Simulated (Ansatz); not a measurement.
# H2, FH, H3N and more: relaxing the atoms, harmonic vibrations and batch of species, part 2 of 2

Aim: for H2, FH, H3N and more, 16 runs in a chain (relaxing the atoms, harmonic vibrations and batch of species).

Ansatz 0.2.0; CCSD(T) on Hartree-Fock, Gaussian basis cc-pVTZ, and further levels as typed in the inputs.

## 8. More of the same log: NH3-vib

Output, continued, cut to the lines that bear on the results:

```text
cycle   1  -6.59255424 eV  change   -1.9e-1 eV  update   3.9e-2
[...]
perturbative correction -0.20876111 eV, -0.0076718292 hartree
[...]
475 factors; integrals over basis functions are off by at most 2.3e-4 eV
mean field -1529.75880263 eV, -56.2175990890 hartree, gradient 6.9e-6 eV, S^2 0.000000; 0 other end points of the search recorded, 0 dependent functions left out
1 core orbitals not correlated: weight in the atoms' cores, before any rotation towards them, 1.000 or more for the frozen orbitals, at most 0.000 for the correlated occupied ones
reference -1529.75880263 eV, -56.2175990890 hartree; 4, 4 occupied and 67, 67 virtual orbitals, 475 factors
second order -6.40478150 eV of doubles, -0.00000000 eV of singles
[...]
perturbative correction -0.20891419 eV, -0.0076774547 hartree
[...]
475 factors; integrals over basis functions are off by at most 2.2e-4 eV
[...]
reference -1529.75856581 eV, -56.2175903858 hartree; 4, 4 occupied and 67, 67 virtual orbitals, 475 factors
second order -6.40497994 eV of doubles, -0.00000000 eV of singles
[...]
cycle   9  -6.74645125 eV  change    3.9e-6 eV  update   1.5e-6
[...]
perturbative correction -0.20894586 eV, -0.0076786187 hartree
[...]
Total energy: -1536.71398657 eV, -56.4731973841 hartree
Atom 0 at    -0.000000     0.000000     0.012340 Å, force     0.000006    -0.000000    -0.000669 eV/Å
Atom 1 at     0.932953     0.000000    -0.385141 Å, force     0.000470     0.000000     0.000225 eV/Å
Atom 2 at    -0.466477     0.807961    -0.385141 Å, force    -0.000238     0.000413     0.000222 eV/Å
Atom 3 at    -0.466477    -0.807961    -0.385141 Å, force    -0.000238    -0.000413     0.000222 eV/Å
Dipole moment:    -0.000000    -0.000000    -0.336550 e Å
Vibrations: 1109.30 1687.75 1687.77 3471.66 3597.21 3597.23 cm⁻¹, zero-point energy 0.939237 eV
Checks for a lower state left out: cluster_reference
```

It took 15 s on 4 threads of Intel Xeon Platinum 8488C (Sapphire Rapids), shared host; peak memory 0.27 GiB.

Harmonic frequencies from the force constants, with rigid motions projected out (i: imaginary):

```
mode  cm⁻¹
   1  1109
   2  1688
   3  1688
   4  3472
   5  3598
   6  3598
```

## 9. Batch of species: F3N, Hartree-Fock, Gaussian basis sto-3g

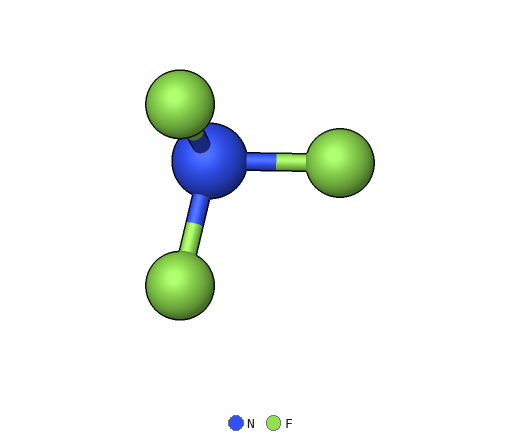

The structure of this step (nitrogen blue, fluorine green).

It takes final geometries of earlier steps.

File input.yaml:

```yaml
basis:
  gaussian: { orbitals: sto-3g }
hamiltonian:
  xc: hf
batch:
  members: [NF3.yaml, N2.yaml, F2.yaml, N.yaml, F.yaml, NF3p.yaml, H2.yaml, HF.yaml, NH3.yaml, vNF3.yaml]
# N2.yaml, one of 10 members:
crystal:
  periodic: [false, false, false]
  atoms:
    - { symbol: "N", position_ang: [0.0, 0.0, -0.00187991] }
    - { symbol: "N", position_ang: [0.0, 0.0, 1.10187991] }
```

Started as:

```console
$ ansatz run input.yaml --threads 4 --pin off --max-ram 14336MiB --backend cpu --events-out ev --progress --plain --runs-dir out
```

Log, cut to the lines that bear on the results:

```text
Warning: RAYON_NUM_THREADS=4 ignored (pool sized by the plan → 4); use --threads N
[...]
Functional definition: HF
[...]
Member 3: Total energy: -1461.76873496 eV, -53.7190101874 hartree
Member 4: Total energy: -2666.34863534 eV, -97.9865050328 hartree
Member 1: Total energy: -2925.15322517 eV, -107.4973982848 hartree
Member 2: Total energy: -5332.51812279 eV, -195.9664265019 hartree
Member 6: Total energy: -30.38467474 eV, -1.1166162011 hartree
Member 7: Total energy: -2682.24829619 eV, -98.5708067916 hartree
Member 8: Total energy: -1508.99219819 eV, -55.4544404518 hartree
Member 0: Total energy: -9462.86402297 eV, -347.7538386847 hartree
Member 5: Total energy: -9453.19625445 eV, -347.3985547445 hartree
Member 9: Total energy: -9453.07074296 eV, -347.3939422821 hartree
```

Run time: 0.28 s. Hardware: 4 threads of Intel Xeon Platinum 8488C (Sapphire Rapids), shared host; peak memory 0.085 GiB.

## 10. Batch of species: Hartree-Fock, Gaussian basis 6-31g*

It takes final geometries of earlier steps.

input.yaml, as its differences from that of step 9:

```diff
@@ -1,3 +1,3 @@
 basis:
-  gaussian: { orbitals: sto-3g }
+  gaussian: { orbitals: "6-31g*" }
 hamiltonian:
```

Started as:

```console
$ ansatz run input.yaml --threads 4 --pin off --max-ram 14336MiB --backend cpu --events-out ev --progress --plain --runs-dir out
```

Log, cut to the lines that bear on the results:

```text
Warning: RAYON_NUM_THREADS=4 ignored (pool sized by the plan → 4); use --threads N
[...]
Functional definition: HF
[...]
Member 3: Total energy: -1479.90326906 eV, -54.3854420235 hartree
Member 4: Total energy: -2703.85821913 eV, -99.3649568123 hartree
Member 2: Total energy: -5406.17853144 eV, -198.6733965912 hartree
Member 6: Total energy: -30.65949083 eV, -1.1267155063 hartree
Member 1: Total energy: -2964.45621538 eV, -108.9417565344 hartree
Member 7: Total energy: -2721.21642662 eV, -100.0028591714 hartree
Member 8: Total energy: -1528.84287088 eV, -56.1839392178 hartree
Member 0: Total energy: -9592.96131557 eV, -352.5348260046 hartree
Member 5: Total energy: -9581.58521860 eV, -352.1167621519 hartree
Member 9: Total energy: -9579.88785376 eV, -352.0543851445 hartree
```

It took 1 s on 4 threads of Intel Xeon Platinum 8488C (Sapphire Rapids), shared host; peak memory 0.17 GiB.

## 11. Batch of species: Hartree-Fock, Gaussian basis def2-TZVPPD

It takes final geometries of earlier steps.

input.yaml, as its differences from that of step 10:

```diff
@@ -1,3 +1,3 @@
 basis:
-  gaussian: { orbitals: "6-31g*" }
+  gaussian: { orbitals: def2-TZVPPD.json }
 hamiltonian:
```

Started as:

```console
$ ansatz run input.yaml --threads 4 --pin off --max-ram 14336MiB --backend cpu --events-out ev --progress --plain --runs-dir out
```

Log, cut to the lines that bear on the results:

```text
Warning: RAYON_NUM_THREADS=4 ignored (pool sized by the plan → 4); use --threads N
[...]
Functional definition: HF
[...]
Member 3: Total energy: -1480.37475752 eV, -54.4027689049 hartree
Member 4: Total energy: -2705.14148739 eV, -99.4121160507 hartree
Member 1: Total energy: -2965.69019008 eV, -108.9871042685 hartree
Member 6: Total energy: -30.83062920 eV, -1.1330047253 hartree
Member 2: Total energy: -5408.65184690 eV, -198.7642892575 hartree
Member 7: Total energy: -2722.94374068 eV, -100.0663367924 hartree
Member 8: Total energy: -1529.86937322 eV, -56.2216624830 hartree
Member 0: Total energy: -9597.38718725 eV, -352.6974737886 hartree
Member 5: Total energy: -9586.07763639 eV, -352.2818554606 hartree
Member 9: Total energy: -9584.24346110 eV, -352.2144507620 hartree
```

Wall time 5.5 s (4 threads of Intel Xeon Platinum 8488C (Sapphire Rapids), shared host); peak memory 0.66 GiB.

## 12. Batch of species: MP2 on Hartree-Fock, Gaussian basis def2-TZVPPD

It takes final geometries of earlier steps.

input.yaml, as its differences from that of step 11:

```diff
@@ -4,2 +4,4 @@
   xc: hf
+correlation:
+  method: mp2
 batch:
```

Started as:

```console
$ ansatz run input.yaml --threads 4 --pin off --max-ram 14336MiB --backend cpu --events-out ev --progress --plain --runs-dir out
```

Log, cut to the lines that bear on the results:

```text
Warning: RAYON_NUM_THREADS=4 ignored (pool sized by the plan → 4); use --threads N
[...]
Functional definition: HF
[...]
Member 3: Total energy: -1482.96692619 eV, -54.4980293463 hartree
Member 4: Total energy: -2710.56496847 eV, -99.6114253044 hartree
Member 1: Total energy: -2975.90217824 eV, -109.3623879115 hartree
Member 6: Total energy: -31.69463497 eV, -1.1647563517 hartree
Member 2: Total energy: -5422.87274872 eV, -199.2868977603 hartree
Member 7: Total energy: -2730.37384989 eV, -100.3393882697 hartree
Member 8: Total energy: -1536.31102187 eV, -56.4583887048 hartree
Member 0: Total energy: -9623.75269869 eV, -353.6663884630 hartree
Member 5: Total energy: -9611.19541682 eV, -353.2049168658 hartree
Member 9: Total energy: -9609.87182579 eV, -353.1562757928 hartree
```

It took 8.7 s on 4 threads of Intel Xeon Platinum 8488C (Sapphire Rapids), shared host; peak memory 0.64 GiB.

## 13. Batch of species: LDA, Gaussian basis def2-TZVPPD

It takes final geometries of earlier steps.

input.yaml, as its differences from that of step 12:

```diff
@@ -3,5 +3,3 @@
 hamiltonian:
-  xc: hf
-correlation:
-  method: mp2
+  xc: lda
 batch:
```

Started as:

```console
$ ansatz run input.yaml --threads 4 --pin off --max-ram 14336MiB --backend cpu --events-out ev --progress --plain --runs-dir out
```

Log, cut to the lines that bear on the results:

```text
Warning: RAYON_NUM_THREADS=4 ignored (pool sized by the plan → 4); use --threads N
[...]
Functional definition: SPW92
[...]
Member 3: Total energy: -1472.96753125 eV, -54.1305583603 hartree
Member 1: Total energy: -2957.53182790 eV, -108.6872899882 hartree
Member 2: Total energy: -5396.93980628 eV, -198.3338797038 hartree
Member 6: Total energy: -30.93298644 eV, -1.1367662847 hartree
Member 4: Total energy: -2696.79564758 eV, -99.1054120949 hartree
Member 7: Total energy: -2716.83785073 eV, -99.8419494756 hartree
Member 8: Total energy: -1526.63782466 eV, -56.1029052638 hartree
Member 0: Total energy: -9576.87468458 eV, -351.9436532196 hartree
Member 5: Total energy: -9564.71173872 eV, -351.4966732033 hartree
Member 9: Total energy: -9563.61020285 eV, -351.4561925069 hartree
```

It took 5.6 s on 4 threads of Intel Xeon Platinum 8488C (Sapphire Rapids), shared host; peak memory 0.36 GiB.

## 14. Batch of species: PBE, Gaussian basis def2-TZVPPD

It takes final geometries of earlier steps.

input.yaml, as its differences from that of step 13:

```diff
@@ -3,3 +3,3 @@
 hamiltonian:
-  xc: lda
+  xc: pbe
 batch:
```

Started as:

```console
$ ansatz run input.yaml --threads 4 --pin off --max-ram 14336MiB --backend cpu --events-out ev --progress --plain --runs-dir out
```

Log, cut to the lines that bear on the results:

```text
Warning: RAYON_NUM_THREADS=4 ignored (pool sized by the plan → 4); use --threads N
[...]
Functional definition: PBE
[...]
Member 3: Total energy: -1483.89776394 eV, -54.5322370028 hartree
Member 1: Total energy: -2978.35972487 eV, -109.4527010844 hartree
Member 2: Total energy: -5426.62294224 eV, -199.4247148302 hartree
Member 6: Total energy: -31.73152478 eV, -1.1661120273 hartree
Member 4: Total energy: -2712.17217707 eV, -99.6704891310 hartree
Member 7: Total energy: -2731.92767806 eV, -100.3964904016 hartree
Member 8: Total energy: -1537.78659273 eV, -56.5126149336 hartree
Member 0: Total energy: -9631.00555994 eV, -353.9329261979 hartree
Member 5: Total energy: -9618.87416063 eV, -353.4871054962 hartree
Member 9: Total energy: -9617.99996824 eV, -353.4549795183 hartree
```

Run time: 10 s. Hardware: 4 threads of Intel Xeon Platinum 8488C (Sapphire Rapids), shared host; peak memory 0.39 GiB.

## 15. Batch of species: r2SCAN, Gaussian basis def2-TZVPPD

It takes final geometries of earlier steps.

input.yaml, as its differences from that of step 14:

```diff
@@ -3,3 +3,3 @@
 hamiltonian:
-  xc: pbe
+  xc: r2scan
 batch:
```

Started as:

```console
$ ansatz run input.yaml --threads 4 --pin off --max-ram 14336MiB --backend cpu --events-out ev --progress --plain --runs-dir out
```

Log, cut to the lines that bear on the results:

```text
Warning: RAYON_NUM_THREADS=4 ignored (pool sized by the plan → 4); use --threads N
[...]
Functional definition: r2SCAN
[...]
Member 3: Total energy: -1485.22685364 eV, -54.5810801482 hartree
Member 1: Total energy: -2979.97999202 eV, -109.5122448038 hartree
Member 4: Total energy: -2713.74912161 eV, -99.7284407740 hartree
Member 6: Total energy: -31.87286873 eV, -1.1713063217 hartree
Member 2: Total energy: -5429.16882433 eV, -199.5182742712 hartree
Member 7: Total energy: -2733.34891812 eV, -100.4487200105 hartree
Member 8: Total energy: -1538.79971617 eV, -56.5498465334 hartree
Member 0: Total energy: -9635.72989597 eV, -354.1065423445 hartree
Member 5: Total energy: -9623.55778965 eV, -353.6592256879 hartree
Member 9: Total energy: -9622.52721786 eV, -353.6213528731 hartree
```

Wall time 6.3 s (4 threads of Intel Xeon Platinum 8488C (Sapphire Rapids), shared host); peak memory 0.48 GiB.

## 16. Batch of species: B3LYP, Gaussian basis def2-TZVPPD

It takes final geometries of earlier steps.

input.yaml, as its differences from that of step 15:

```diff
@@ -3,3 +3,3 @@
 hamiltonian:
-  xc: r2scan
+  xc: { name: B3LYP }
 batch:
```

Started as:

```console
$ ansatz run input.yaml --threads 4 --pin off --max-ram 14336MiB --backend cpu --events-out ev --progress --plain --runs-dir out
```

Log, cut to the lines that bear on the results:

```text
Warning: RAYON_NUM_THREADS=4 ignored (pool sized by the plan → 4); use --threads N
[...]
Functional definition: B3LYP
[...]
Member 3: Total energy: -1485.85177728 eV, -54.6040456687 hartree
Member 1: Total energy: -2981.64239221 eV, -109.5733368840 hartree
Member 4: Total energy: -2714.90984204 eV, -99.7710964628 hartree
Member 6: Total energy: -32.11002225 eV, -1.1800215529 hartree
Member 2: Total energy: -5431.40612909 eV, -199.6004937047 hartree
Member 7: Total energy: -2734.61290972 eV, -100.4951708452 hartree
Member 8: Total energy: -1539.89717103 eV, -56.5901772557 hartree
Member 0: Total energy: -9639.55449888 eV, -354.2470939093 hartree
Member 5: Total energy: -9627.12212540 eV, -353.7902126107 hartree
Member 9: Total energy: -9626.03325197 eV, -353.7501972502 hartree
```

Wall time 5.5 s (4 threads of Intel Xeon Platinum 8488C (Sapphire Rapids), shared host); peak memory 0.7 GiB.

## 17. Batch of species: PBE0, Gaussian basis def2-TZVPPD

It takes final geometries of earlier steps.

input.yaml, as its differences from that of step 16:

```diff
@@ -3,3 +3,3 @@
 hamiltonian:
-  xc: { name: B3LYP }
+  xc: pbe0
 batch:
```

Started as:

```console
$ ansatz run input.yaml --threads 4 --pin off --max-ram 14336MiB --backend cpu --events-out ev --progress --plain --runs-dir out
```

Log, cut to the lines that bear on the results:

```text
Warning: RAYON_NUM_THREADS=4 ignored (pool sized by the plan → 4); use --threads N
[...]
Functional definition: PBE0
[...]
Member 3: Total energy: -1484.21468210 eV, -54.5438835302 hartree
Member 4: Total energy: -2712.35010500 eV, -99.6770278617 hartree
Member 1: Total energy: -2978.18366295 eV, -109.4462309278 hartree
Member 6: Total energy: -31.79633175 eV, -1.1684936395 hartree
Member 2: Total energy: -5426.18081479 eV, -199.4084669461 hartree
Member 7: Total energy: -2731.92141769 eV, -100.3962603373 hartree
Member 8: Total energy: -1537.91086700 eV, -56.5171819290 hartree
Member 0: Total energy: -9630.31394219 eV, -353.9075097143 hartree
Member 5: Total energy: -9618.14651841 eV, -353.4603651377 hartree
Member 9: Total energy: -9616.86966629 eV, -353.4134416877 hartree
```

Wall time 5 s (4 threads of Intel Xeon Platinum 8488C (Sapphire Rapids), shared host); peak memory 0.69 GiB.

## 18. Batch of species: wB97X-V, Gaussian basis def2-TZVPPD

It takes final geometries of earlier steps.

input.yaml, as its differences from that of step 17:

```diff
@@ -3,3 +3,3 @@
 hamiltonian:
-  xc: pbe0
+  xc: { name: wB97X-V }
 batch:
```

Started as:

```console
$ ansatz run input.yaml --threads 4 --pin off --max-ram 14336MiB --backend cpu --events-out ev --progress --plain --runs-dir out
```

Log, cut to the lines that bear on the results:

```text
Warning: RAYON_NUM_THREADS=4 ignored (pool sized by the plan → 4); use --threads N
[...]
Functional definition: wB97X-V
[...]
      + integral(e_c_pw_opposite_spin*poly(b97_u_opposite, cos0, cos1)) + vv10(b, c)
[...]
      + integral(e_c_pw_opposite_spin*poly(b97_u_opposite, cos0, cos1)) + vv10(b, c)
[...]
      + integral(e_c_pw_opposite_spin*poly(b97_u_opposite, cos0, cos1)) + vv10(b, c)
[...]
      + integral(e_c_pw_opposite_spin*poly(b97_u_opposite, cos0, cos1)) + vv10(b, c)
[...]
      + integral(e_c_pw_opposite_spin*poly(b97_u_opposite, cos0, cos1)) + vv10(b, c)
[...]
      + integral(e_c_pw_opposite_spin*poly(b97_u_opposite, cos0, cos1)) + vv10(b, c)
[...]
      + integral(e_c_pw_opposite_spin*poly(b97_u_opposite, cos0, cos1)) + vv10(b, c)
[...]
      + integral(e_c_pw_opposite_spin*poly(b97_u_opposite, cos0, cos1)) + vv10(b, c)
[...]
      + integral(e_c_pw_opposite_spin*poly(b97_u_opposite, cos0, cos1)) + vv10(b, c)
[...]
      + integral(e_c_pw_opposite_spin*poly(b97_u_opposite, cos0, cos1)) + vv10(b, c)
Member 3: Total energy: -1485.37048573 eV, -54.5863585302 hartree
Member 4: Total energy: -2713.93355004 eV, -99.7352183936 hartree
Member 1: Total energy: -2980.73563192 eV, -109.5400140580 hartree
Member 6: Total energy: -31.90925804 eV, -1.1726436041 hartree
Member 2: Total energy: -5429.46470825 eV, -199.5291478049 hartree
Member 7: Total energy: -2733.56385560 eV, -100.4566188173 hartree
Member 8: Total energy: -1539.18015431 eV, -56.5638273773 hartree
Member 0: Total energy: -9636.40349788 eV, -354.1312967582 hartree
Member 5: Total energy: -9624.08178536 eV, -353.6784821749 hartree
Member 9: Total energy: -9622.86571818 eV, -353.6337925305 hartree
```

Wall time 12 s (4 threads of Intel Xeon Platinum 8488C (Sapphire Rapids), shared host); peak memory 0.96 GiB.

## 19. The runs side by side

This closing draws on all 2 parts.

```
step  system                                            level  energy above the lowest (eV)  charge  2S+1 typed  ⟨S²⟩  dipole (D)  bond (Å)    time
   2      H2  CCSD(T) on Hartree-Fock, Gaussian basis cc-pVTZ                         0.000       0           1  0.00        0.00     0.743  0.56 s
   3      H2  CCSD(T) on Hartree-Fock, Gaussian basis cc-pVTZ                         0.000       0           1  0.00        0.00     0.743  0.62 s
   4      FH  CCSD(T) on Hartree-Fock, Gaussian basis cc-pVTZ                         0.000       0           1  0.00        1.81     0.917   1.4 s
   5      FH  CCSD(T) on Hartree-Fock, Gaussian basis cc-pVTZ                         0.000       0           1  0.00        1.81     0.917     4 s
   6     H3N  CCSD(T) on Hartree-Fock, Gaussian basis cc-pVTZ                         0.000       0           1  0.00        1.62       n/a   6.3 s
   7     H3N  CCSD(T) on Hartree-Fock, Gaussian basis cc-pVTZ                         0.000       0           1  0.00        1.62       n/a    15 s
```

Energies compare only among runs of one formula, size, charge, level and basis; each such set counts from its lowest member.

| quantity | value |
| --- | --- |
| harmonic frequencies (step 3) | 4409 cm⁻¹ |
| zero-point energy (step 3) | 0.273 eV |
| harmonic frequencies (step 5) | 4178 cm⁻¹ |
| zero-point energy (step 5) | 0.259 eV |
| harmonic frequencies (step 7) | 1109 to 3598 cm⁻¹ |
| zero-point energy (step 7) | 0.939 eV |

In words: In step 3 all modes are real: a minimum. In step 5 all modes are real: a minimum. In step 7 all modes are real: a minimum.
